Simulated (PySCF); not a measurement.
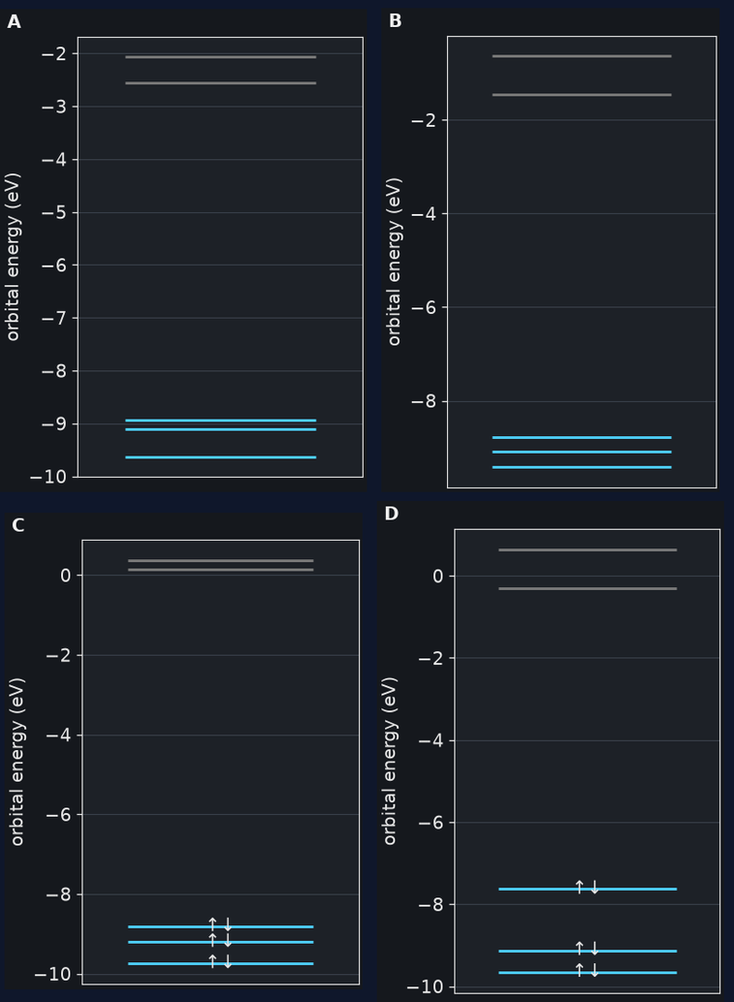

Kohn-Sham orbital energies near the frontier, CAM-B3LYP/def2-SVPD in PySCF 2.14.0, at a GFN2-xTB geometry (no frequency check), isolated molecule; empty levels in grey, levels within 0.03 eV side by side.

Question: Pair each panel with its molecule.
1. C₃H₈GaNS, SMILES C[S@@+]([GaH3-])CC#N, singlet
2. C₆H₅OP, SMILES O=Cc1ccccp1
3. C₅H₅OP, SMILES C=Cc1cpco1
4. C₅H₃FNP₃, SMILES Cc1pc(F)pc(C#N)p1

Answer: A: 4 (HOMO −8.94 eV, LUMO −2.56 eV)
B: 2 (HOMO −8.79 eV, LUMO −1.45 eV)
C: 1 (HOMO −8.81 eV, LUMO 0.15 eV)
D: 3 (HOMO −7.63 eV, LUMO −0.30 eV)

Limits of at least one run: empty levels above zero depend strongly on the basis; one conformer of a flexible molecule; the tight-binding geometry is rougher than a DFT one and adds to the error.
